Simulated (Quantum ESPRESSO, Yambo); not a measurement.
# Excitons of AlN (F-43m) on ever denser meshes, part 2 of 4

Wanted: excitons and ε₂ of AlN (F-43m), with cost.

Quantum ESPRESSO 7.5 and Yambo 5.3.0; PBE and many-body steps on it, plane waves. Known limits of the many-body steps: not at the basis limit; coarse k mesh; bindings not settled in the k mesh.

So far. Step 4 (Screening and self-energy, 4×4×4 mesh, 51 bands …): The gap on the mesh goes from 3.32 eV to 4.37 eV, a correction of +1.05 eV. Step 5 (Empty states on the mesh, 4×4×4 mesh, 12 bands): On this mesh the gap is 3.325 eV.

## 7. Excitons

Light makes an electron and a hole together. The Bethe-Salpeter equation adds their screened attraction and their exchange, in a window of bands around the gap.

This step: Bethe-Salpeter equation on PBE with a scissors shift, plane waves, norm-conserving pseudopotentials.

bse3.in

```
optics
bss
bse
em1s
dipoles
rim_cut
RandQpts= 1000000
RandGvec= 1 RL
Chimod= "HARTREE"
BSKmod= "SEX"
BSEmod= "resonant"
BSSmod= "d"
BSENGexx= 20 Ry
BSENGBlk= 4 Ry
% BSEQptR
 1 | 1 |
%
% BSEBands
 2 | 5 |
%
% BEnRange
 0 | 8 | eV
%
% BDmRange
 0.1 | 0.1 | eV
%
BEnSteps= 161
% BLongDir
 1 | 0 | 0 |
%
% BndsRnXs
 1 | 12 |
%
NGsBlkXs= 4 Ry
% LongDrXs
 1 | 1 | 1 |
%
% KfnQP_E
 1.327 | 1.0 | 1.0 |
%
WRbsWF
FFTGvecs= 32 Ry
```

On the command line:

```bash
OMP_NUM_THREADS=1 mpirun -n 8 yambo -F bse3.in -J bse3 -C bse3 > bse3.log
```

Output:

```text
 Yambo, version 5.3.0

 [02] CORE Variables Setup
 =========================

  [... cell, symmetries and grids as in the set-up ...]

  [02.05] Energies & Occupations
  ==============================

  [X] === General ===
  [X] Electronic Temperature                        :  0.000000  0.000000 [eV K]
  [X] Bosonic    Temperature                        :  0.000000  0.000000 [eV K]
  [X] Finite Temperature mode                       : no
  [X] El. density                                   :  0.38398E+24 [cm-3]
  [X] Fermi Level                                   :  6.956541 [eV]

  [X] === Gaps and Widths ===
  [X] Conduction Band Min                           :  3.324859 [eV]
  [X] Valence Band Max                              :  0.000000 [eV]
  [X] Filled Bands                                  :   4
  [X] Empty Bands                                   :   5  12
  [X] Direct Gap                                    :  4.192097 [eV]
  [X] Direct Gap localized at k                     :  1
  [X] Indirect Gap                                  :  3.324859 [eV]
  [X] Indirect Gap between kpts                     :   1   7
  [X] Last valence band width                       :  2.697199 [eV]
  [X] 1st conduction band width                     :  4.489929 [eV]

 [03] Transferred momenta grid and indexing
 ==========================================

 [BZ sampling] Q-grid is User defined and/or read from the database

 IBZ Q-points                                      :   8
 BZ  Q-points                                      :   64

 K/Q-points units:
 rlu = crystal or reduced units; cc = cartesian coordinates; iku = interal k-units

 Q [1]          [rlu]:  0.000000  0.000000  0.000000
 Q [2]          [rlu]: -0.52978E-17 -0.52978E-17  0.25000
 Q [3]          [rlu]:  0.10596E-16  0.10596E-16 -0.50000
 Q [4]          [rlu]:  0.19945E-16  0.25000      0.25000
 Q [5]          [rlu]:  0.25178E-16  0.25000      0.50000
 Q [6]          [rlu]:  0.10596E-16  0.25000     -0.25000
 Q [7]          [rlu]: -0.39890E-16 -0.50000     -0.50000
 Q [8]          [rlu]:  0.250000 -0.500000 -0.250000

  [03.01] X + BSE indexes
  =======================

   [03.01.01] Sigma indexes
   ========================

 [04] Coloumb potential Random Integration (RIM)
 ===============================================

  [04.01] RIM initialization
  ==========================

  * Diagonal components only detected *

  8 x (sBL volume)        :  0.220531 [a.u.]
  sBZ random points       :  1000000
  Points outside the sBZ  :   7987327
  RL volume               :  1.764245 [a.u.]
  Integrated volume       :  1.767044 [a.u.]

  [04.02] RIM integrals
  =====================

  Gamma point sphere radius             :  0.109591 [a.u.]
  Points outside the sphere             :   799513
  [Int_sBZ(q=0) 1/q^2]*(Vol_sBZ)^(-1/3) =:  7.764325
                                 should be <:  7.795600

  Summary of Coulomb integrals for non-metallic bands |Q|[au] RIM/Bare

  Q [1] 0.100000E-4 0.995988 * Q [2] 0.329610 1.065884
  Q [4] 0.380601 1.064810 * Q [6] 0.538251 1.027704
  Q [5] 0.631155 1.020409 * Q [3] 0.659220 1.018308
  Q [7] 0.761202 1.014905 * Q [8] 0.851049 1.011860

 [05] External/Internal QP corrections
 =====================================

 [QP_apply] Action to be applied: USER defined scissor

  [05.01]  QP corrections report
  ==============================

  [K+QP] === General ===
  [K+QP] Electronic Temperature                     :  0.000000  0.000000 [eV K]
  [K+QP] Bosonic    Temperature                     :  0.000000  0.000000 [eV K]
  [K+QP] Finite Temperature mode                    : no
  [K+QP] El. density                                :  0.38398E+24 [cm-3]
  [K+QP] Fermi Level                                :  0.000000 [eV]

  [K+QP] === Gaps and Widths ===
  [K+QP] Conduction Band Min                        :  4.651859 [eV]
  [K+QP] Valence Band Max                           :  0.000000 [eV]
  [K+QP] Filled Bands                               :   4
[...]
IO_and_Messaging_switch :      0.0001s P1 (69 calls,   0.002 msec avg) [MAX]      0.0001s P3 (69 calls,   0.002 msec avg) [min]
                                    io_BSS_diago :      0.0044s P1 ( 2 calls,   2.213 msec avg) [MAX]      0.0001s P4 ( 2 calls,   0.068 msec avg) [min]
                          BSE components folding :      0.0002s P5 [MAX]      0.0002s P1 [min]
                                    PP_uspp_init :      0.0004s P8 (16 calls,   0.024 msec avg) [MAX]      0.0003s P5 (16 calls,   0.021 msec avg) [min]
                              BSE matrix (REDUX) :      0.0004s P8 [MAX]      0.0004s P5 [min]
                                       X (REDUX) :      0.0035s P7 ( 8 calls,   0.438 msec avg) [MAX]      0.0004s P3 ( 8 calls,   0.051 msec avg) [min]
                                      Xo (REDUX) :      0.0314s P2 ( 8 calls,   3.928 msec avg) [MAX]      0.0005s P1 ( 8 calls,   0.066 msec avg) [min]
                                  eval_G_minus_G :      0.0007s P7 [MAX]      0.0006s P8 [min]
                                   X (procedure) :      0.0051s P1 ( 8 calls,   0.639 msec avg) [MAX]      0.0018s P5 ( 8 calls,   0.219 msec avg) [min]
                             PARALLEL_lin_system :      0.0025s P2 ( 8 calls,   0.317 msec avg) [MAX]      0.0025s P4 ( 8 calls,   0.312 msec avg) [min]
                                     K_WF_phases :      0.0099s P8 [MAX]      0.0027s P2 [min]
                          MATRIX transfer (NONE) :      0.0038s P7 ( 2 calls,   1.912 msec avg) [MAX]      0.0028s P1 ( 2 calls,   1.387 msec avg) [min]
                            X T_space Kernel sum :      0.0159s P5 (32 calls,   0.497 msec avg) [MAX]      0.0032s P8 (32 calls,   0.101 msec avg) [min]
                                     BSE dipoles :      0.0042s P8 [MAX]      0.0041s P4 [min]
                                        io_QINDX :      0.0106s P1 ( 5 calls,   2.123 msec avg) [MAX]      0.0052s P6 ( 3 calls,   1.734 msec avg) [min]
                                           io_BS :      0.0205s P5 (27 calls,   0.758 msec avg) [MAX]      0.0056s P7 (27 calls,   0.206 msec avg) [min]
                                     io_KB_pwscf :      0.0077s P8 ( 7 calls,   1.097 msec avg) [MAX]      0.0071s P4 ( 6 calls,   1.187 msec avg) [min]
                                            io_X :      0.0348s P1 (25 calls,   1.391 msec avg) [MAX]      0.0092s P6 (25 calls,   0.367 msec avg) [min]
                                 bz_samp_indexes :      0.0109s P4 [MAX]      0.0109s P8 [min]
                                      io_DIPOLES :      0.0173s P1 (19 calls,   0.909 msec avg) [MAX]      0.0114s P7 (15 calls,   0.761 msec avg) [min]
                                         io_GROT :      0.0137s P8 ( 2 calls,   6.840 msec avg) [MAX]      0.0131s P1 ( 2 calls,   6.564 msec avg) [min]
                                       FFT_setup :      0.0283s P5 (20 calls,   1.416 msec avg) [MAX]      0.0144s P7 (20 calls,   0.720 msec avg) [min]
                                      T_space IP :      0.0147s P1 [MAX]      0.0145s P6 [min]
                               T_space CORR Osc. :      0.0276s P6 (16 calls,   1.724 msec avg) [MAX]      0.0160s P8 (16 calls,   0.999 msec avg) [min]
                                     io_fragment :      0.0215s P1 (64 calls,   0.336 msec avg) [MAX]      0.0172s P7 (51 calls,   0.337 msec avg) [min]
              PARALLEL_HERMITIAN_diagonalization :      0.0188s P1 [MAX]      0.0179s P8 [min]
                                     WF_load_FFT :      0.0202s P4 (17 calls,   1.188 msec avg) [MAX]      0.0185s P5 (16 calls,   1.158 msec avg) [min]
                                  LINEAR ALGEBRA :      0.0242s P3 ( 9 calls,   2.691 msec avg) [MAX]      0.0217s P5 [min]
                                  DIPOLE_g_space :      0.0225s P8 [MAX]      0.0218s P2 [min]
                                           io_WF :      0.0466s P2 (64 calls,   0.729 msec avg) [MAX]      0.0309s P5 (60 calls,   0.515 msec avg) [min]
                                  Xo (procedure) :      0.0466s P1 ( 8 calls,   5.819 msec avg) [MAX]      0.0357s P2 ( 8 calls,   4.467 msec avg) [min]
                                    Diago Solver :      0.0444s P1 [MAX]      0.0387s P2 [min]
                                T_space EXX Osc. :      0.0513s P2 (11 calls,   4.661 msec avg) [MAX]      0.0446s P8 (10 calls,   4.465 msec avg) [min]
                                X T_space Kernel :      0.1229s P5 [MAX]      0.0909s P8 [min]
                                             RIM :      0.5362s P5 [MAX]      0.5359s P6 [min]
                                         Dipoles :      1.0334s P5 [MAX]      1.0334s P2 [min]

 [11] Game Over & Game summary
```

Elapsed: 2.6 s, on 8 MPI ranks of Arm Neoverse V2, shared host; peak memory 1.9 GiB.

This step gave:

| Property | Result |
| --- | --- |
| transitions in the window | 192 |
| direct gap of the transition levels | 5.519 eV |
| lowest state | 4.880 eV |
| first strong exciton (over a fiftieth of the strongest listed) | 4.880 eV |
| binding of the lowest state below the direct gap | 0.6394 eV |
| Coulomb term of one mesh cell | 0.7516 eV |

The binding is 0.85 times the screened Coulomb term of one mesh cell (0.75 eV), so it is not shown settled.

The lowest state lies at 4.880 eV, 0.639 eV under the direct gap.

Lines within 3 meV are set at the lowest of them, and the highest group, which the list may cut short, is left out; lines within 3 meV are set at the lowest of them, and the highest group, which the list may cut short, is left out. Exciton lines, with heights relative to the strongest:

| position (eV) | lines merged | strength, relative |
| --- | --- | --- |
| 4.880 | 3 | 31 |
| 5.753 | 3 | 0.1 |
| 5.775 | 3 | 43 |
| 7.159 | 3 | 100 |
| 7.298 | 3 | 0.0 |
| 7.357 | 2 | 0.0 |
| 7.419 | 3 | 0.0 |

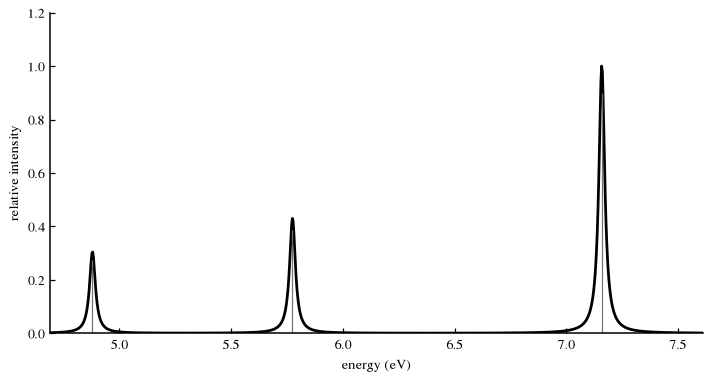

The exciton spectrum, broadened with Lorentzians of width 0.032 eV; bars mark the lines.

The ε₂ has structure finer than the step of the table below, so its rows give means over 0.5 eV, whole bins alone (the curve runs from 0 to 8 eV). Peaks (eV: height): BSE 4.90: 11.6, 5.80: 15.9, 7.15: 38.5; no electron-hole interaction 5.50: 7.03, 6.45: 9.77.

Field along x; broadening 0.1 eV; transition window only. Limits: finite bands, cutoff and mesh; coarse k mesh; exciton not shown settled in the k mesh. ε₂ against photon energy; means over each step:

| photon energy (eV) | BSE | no electron-hole interaction |
| --- | --- | --- |
| 0.5 | 0.0255 | 0.0174 |
| 1.0 | 0.0306 | 0.0202 |
| 1.5 | 0.0376 | 0.0238 |
| 2.0 | 0.0475 | 0.0285 |
| 2.5 | 0.0626 | 0.0350 |
| 3.0 | 0.0877 | 0.0444 |
| 3.5 | 0.137 | 0.0591 |
| 4.0 | 0.268 | 0.0853 |
| 4.5 | 1.34 | 0.146 |
| 5.0 | 5.60 | 0.435 |
| 5.5 | 4.29 | 3.57 |
| 6.0 | 5.73 | 1.25 |
| 6.5 | 1.52 | 4.92 |
| 7.0 | 16.2 | 0.787 |
| 7.5 | 10.1 | 1.37 |

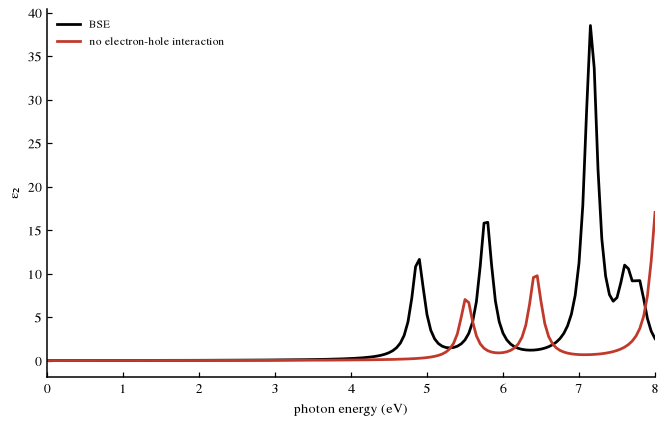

ε₂, plotted against photon energy.

## 8. Triplet (no exchange term)

bse4.in, as its differences from bse3.in of step 7:

```diff
@@ -12,3 +12,3 @@
 BSSmod= "d"
-BSENGexx= 20 Ry
+BSENGexx= 1 RL
 BSENGBlk= 4 Ry
```

On the command line:

```bash
OMP_NUM_THREADS=1 mpirun -n 8 yambo -F bse4.in -J bse4,bse3_W -C bse4 > bse4.log
```

Output:

```text
 Yambo, version 5.3.0

 [02] CORE Variables Setup
 =========================

  [... cell, symmetries and grids as in the set-up ...]

  [02.05] Energies & Occupations
  ==============================

  [X] === General ===
  [X] Electronic Temperature                        :  0.000000  0.000000 [eV K]
  [X] Bosonic    Temperature                        :  0.000000  0.000000 [eV K]
  [X] Finite Temperature mode                       : no
  [X] El. density                                   :  0.38398E+24 [cm-3]
  [X] Fermi Level                                   :  6.956541 [eV]

  [X] === Gaps and Widths ===
  [X] Conduction Band Min                           :  3.324859 [eV]
  [X] Valence Band Max                              :  0.000000 [eV]
  [X] Filled Bands                                  :   4
  [X] Empty Bands                                   :   5  12
  [X] Direct Gap                                    :  4.192097 [eV]
  [X] Direct Gap localized at k                     :  1
  [X] Indirect Gap                                  :  3.324859 [eV]
  [X] Indirect Gap between kpts                     :   1   7
  [X] Last valence band width                       :  2.697199 [eV]
  [X] 1st conduction band width                     :  4.489929 [eV]

 [03] Transferred momenta grid and indexing
 ==========================================

 IBZ Q-points                                      :   8
 BZ  Q-points                                      :   64

 K/Q-points units:
 rlu = crystal or reduced units; cc = cartesian coordinates; iku = interal k-units

 Q [1]          [rlu]:  0.000000  0.000000  0.000000
 Q [2]          [rlu]: -0.52978E-17 -0.52978E-17  0.25000
 Q [3]          [rlu]:  0.10596E-16  0.10596E-16 -0.50000
[...]
BSE dipoles :      0.0046s P2 [MAX]      0.0045s P4 [min]
                                io_QINDX :      0.0056s P8 ( 3 calls,   1.883 msec avg) [MAX]      0.0055s P6 ( 3 calls,   1.834 msec avg) [min]
                                   io_BS :      0.0176s P3 (29 calls,   0.605 msec avg) [MAX]      0.0057s P8 (27 calls,   0.211 msec avg) [min]
                              io_DIPOLES :      0.0069s P3 ( 5 calls,   1.377 msec avg) [MAX]      0.0066s P2 ( 5 calls,   1.329 msec avg) [min]
                             WF_load_FFT :      0.0122s P4 (12 calls,   1.021 msec avg) [MAX]      0.0109s P5 (11 calls,   0.990 msec avg) [min]
                               FFT_setup :      0.0136s P3 (13 calls,   1.045 msec avg) [MAX]      0.0123s P5 (12 calls,   1.028 msec avg) [min]
                             io_fragment :      0.0144s P3 (37 calls,   0.389 msec avg) [MAX]      0.0135s P5 (35 calls,   0.385 msec avg) [min]
                                 io_GROT :      0.0263s P8 ( 2 calls,  13.155 msec avg) [MAX]      0.0137s P3 ( 2 calls,   6.834 msec avg) [min]
      PARALLEL_HERMITIAN_diagonalization :      0.0182s P1 [MAX]      0.0181s P7 [min]
                       T_space CORR Osc. :      0.0413s P6 (16 calls,   2.583 msec avg) [MAX]      0.0195s P1 (18 calls,   1.082 msec avg) [min]
                                   io_WF :      0.0229s P1 (42 calls,   0.545 msec avg) [MAX]      0.0208s P5 (38 calls,   0.547 msec avg) [min]
                          LINEAR ALGEBRA :      0.0209s P8 [MAX]      0.0208s P1 [min]
                              T_space IP :      0.0263s P5 [MAX]      0.0244s P7 [min]
                                    io_X :      0.0339s P7 (24 calls,   1.414 msec avg) [MAX]      0.0268s P5 (24 calls,   1.116 msec avg) [min]
                        T_space EXX Osc. :      0.0376s P2 (11 calls,   3.423 msec avg) [MAX]      0.0340s P5 (10 calls,   3.395 msec avg) [min]
                            Diago Solver :      0.0433s P1 [MAX]      0.0379s P6 [min]
                        X T_space Kernel :      0.1045s P6 [MAX]      0.0867s P8 [min]

 [11] Game Over & Game summary
[key lines of the parts left out:]
Dipoles :      0.0027s P1 [MAX]      0.0027s P8 [min]
```

Elapsed: 0.99 s, on 8 MPI ranks; peak memory 0.24 GiB.

The lowest triplet lies at 4.817 eV; without spin-orbit coupling triplets are dark, so no spectrum is read.

## 9. Empty states on the mesh, 6×6×6 mesh, 12 bands

This step: Quantum ESPRESSO 7.5; DFT, PBE, plane waves, norm-conserving pseudopotentials.

pw.in

```
&control
  calculation = 'nscf'
  prefix = 'x'
  outdir = 'o'
  pseudo_dir = 'pseudo'
/
&system
  ibrav = 0
  nat = 2
  ntyp = 2
  ecutwfc = 72.0
  nbnd = 12
  force_symmorphic = .true.
/
&electrons
  conv_thr = 1e-9
  electron_maxstep = 80
  diago_full_acc = .true.
  diago_thr_init = 5e-6
/
ATOMIC_SPECIES
  Al 26.982 Al.upf
  N 14.007 N.upf
CELL_PARAMETERS angstrom
  -0.0000000000 2.1839935596 2.1839935596
  2.1839935596 -0.0000000000 2.1839935596
  2.1839935596 2.1839935596 -0.0000000000
ATOMIC_POSITIONS crystal
  Al 0.0000000000 0.0000000000 0.0000000000
  N 0.7500000000 0.7500000000 0.7500000000
K_POINTS automatic
  6 6 6 0 0 0
```

On the command line:

```bash
OMP_NUM_THREADS=1 mpirun -n 8 pw.x -nk 4 -in pw.in > pw.out
```

Output:

```text
[banner, memory and clock lines left out]
Program PWSCF v.7.5 starts

     Atomic positions and unit cell read from directory:
     o/x.save/

     Message from routine setup:
     using ibrav=0 with symmetry is DISCOURAGED, use correct ibrav instead

     bravais-lattice index     =            0
     lattice parameter (alat)  =       5.8367  a.u.
     unit-cell volume          =     140.5985 (a.u.)^3
     number of atoms/cell      =            2
     number of atomic types    =            2
     number of electrons       =         8.00
[...]
-8.0106   6.9565   6.9565   6.9565  11.1486  19.5460  19.5460  19.5460
    24.7019  24.7019  26.0437  26.0437

          k = 0.1179 0.1179-0.1179 (  1432 PWs)   bands (ev):

    -7.6130   5.1062   6.8245   6.8245  12.5676  18.6233  19.7060  19.7060
    22.8851  22.8852  24.6199  29.5881

          k = 0.2357 0.2357-0.2357 (  1441 PWs)   bands (ev):

    -6.6263   2.4092   6.5853   6.5853  13.9677  17.3522  18.7127  18.7127
    24.2950  24.5070  24.5070  32.3265

          k =-0.3536-0.3536 0.3536 (  1458 PWs)   bands (ev):

     [... further k-points ...]

     highest occupied, lowest unoccupied level (ev):     6.9565   10.2814

     XML data file, pseudopotentials, collected wavefunctions
```

Run time: 0.94 s. Hardware: 8 MPI ranks; peak memory 0.05 GiB.

Numbers from this step:

| Quantity | Value |
| --- | --- |
| gap | 3.325 eV |
| k of the valence top | 0, 0, 0 |
| k of the conduction bottom | 0, -0.5, -0.5 |
| least direct gap | 4.192 eV |
| k points computed | 16 |
| lowest point of the top converged band, above the valence top | 19.09 eV |

On this mesh the gap is 3.325 eV.

## 10. Conversion and set-up

This step: Yambo 5.3.0; conversion and set-up on PBE, plane waves, norm-conserving pseudopotentials.

On the command line:

```bash
(cd o/x.save; p2y > p2y.log; mv SAVE ../..); yambo > setup.log
```

Output:

```text
 Yambo, version 5.3.0

 [02] CORE Variables Setup
 =========================

  [02.01] Unit cells
  ==================

  Cell kind             :  FCC
  Atoms in the cell     :  Al  N
  number of Al atoms    :  1
  number of N  atoms    :  1

  List of atomic masses
  Mass of Al    :  26.98200
  Mass of N     :  14.00700

  List of atomic coordinates    : [cc]
  Al1       :  0.000000  0.000000  0.000000  order 1
  N1       :  6.190725  6.190725  6.190725  order 2

  Alat factors          :  4.127150  4.127150  4.127150 [a.u.]
  Direct lattice volume :  140.5985 [a.u.]
[...]
Q [ 1]         [rlu]:  0.000000  0.000000  0.000000
 Q [ 2]         [rlu]:  0.37242E-17  0.37242E-17  0.16667
 Q [ 3]         [rlu]:  0.74483E-17  0.74483E-17  0.33333
[...]
Q [ 8]         [rlu]:  0.10596E-16  0.16667     -0.33333
 Q [ 9]         [rlu]: -0.74483E-17  0.16667     -0.16667
 Q [10]         [rlu]:  0.22848E-17  0.33333      0.33333
     [... 4 further rows ...]
 Q [15]         [rlu]:  0.166667  0.333333 -0.333333
 Q [16]         [rlu]:  0.166667 -0.500000 -0.333333

  [03.01] X indexes
  =================

   [03.01.01] Sigma indexes
   ========================

 [06] Game Over & Game summary
```

Wall time 2 s (1 MPI rank); peak memory 0.23 GiB.

(Part 2 of 4 ends here.)

[Paths, hosts, dates, memory and timing lines, banners, echoed tables and standing remarks are left out of the program output.]

[Logs are printed without paths, hosts, clocks, repeated set-up lines and the standing remarks that a program may print on its own settings, such as how far it seeks lower states.]

[Runs of the session that timed out or met a known fault of the program may be left out.]

[Hosts, paths, dates, database ids (printed as entryN), source tags and the programs' standing remarks are cut or masked in the printed files.]
